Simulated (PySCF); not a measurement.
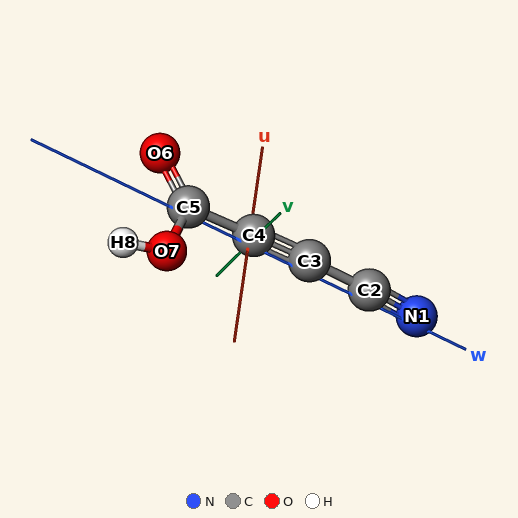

The lines u, v and w are the principal axes of the static dipole polarisability. Geometry: a frame of a GFN2-xTB molecular-dynamics simulation, not a minimum. Computed with PBE0/def2-SVPD (PySCF 2.14.0).

Question. Along which axis is the molecule most polarisable, and along which least?

Answer. Most along w (nearly parallel to the C2–C3 bond), least along v.

Question. Give the three principal values.

Answer. u 45.8, v 34.6, w 112.4 bohr³; mean 64.3, anisotropy 72.8 bohr³.
